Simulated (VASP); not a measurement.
Band structure of CaSe (rock salt). Calculation: PBE GGA with D3 dispersion (zero damping), VASP's PBE PAW potentials (set 64) (plane waves; VASP).

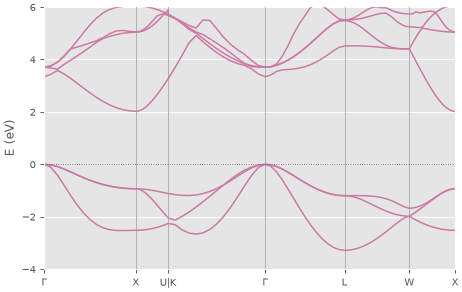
*Bands along high-symmetry lines, zero at the valence-band maximum or, without a gap, the Fermi level*

**Question.** Read the plot: is there a gap, and where are the band edges?

**Answer.** The gap is indirect, 2.02 eV, from the valence maximum at Γ to the conduction minimum at X. (Edges off the drawn lines would not show.)

Measured: gap 3.85 eV (computed value off by -1.83 eV), as given by Abedi et al., (2022), arXiv:2211.14644.

The compound is CaSe in the rock salt structure. It was relaxed first.
